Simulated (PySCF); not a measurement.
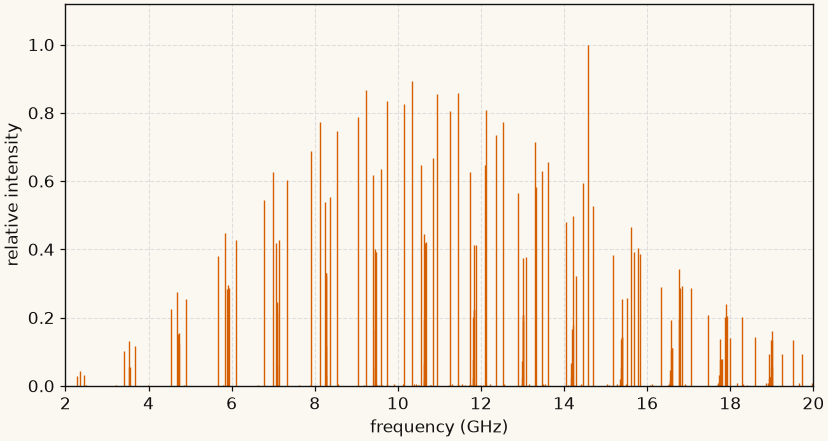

Simulated rotational absorption lines between 2 and 20 GHz at 1.5 K: rigid rotor with the equilibrium constants and dipole of one optimised conformer (PBE0-D3(BJ)/def2-SVP, PySCF), commonest isotopes; no centrifugal distortion, hyperfine structure, internal rotation or nuclear-spin weights; lines within 1 MHz of each other are summed.

Which molecule gives this spectrum?
A. C₂H₄B₂F₂Si, SMILES C#CB(F)B[SiH2]F
B. C₄H₈Ge, SMILES CC#C[CH2][GeH3], singlet
C. C₅H₅NSi, SMILES C#C[C@@H]1C[Si@H]1C#N
D. C₁₁H₁₂, SMILES C=C1C=CC=C(C2CC2)C=C1

Option D. Rotational constants A, B, C = 2.956, 0.6346, 0.5448 GHz, |μa|, |μb|, |μc| = 1.51, 0.12, 0.01 D.

Known limits of this run: coarse grid, loose stop and no frequency check, small forces are noise and the end may be a saddle.
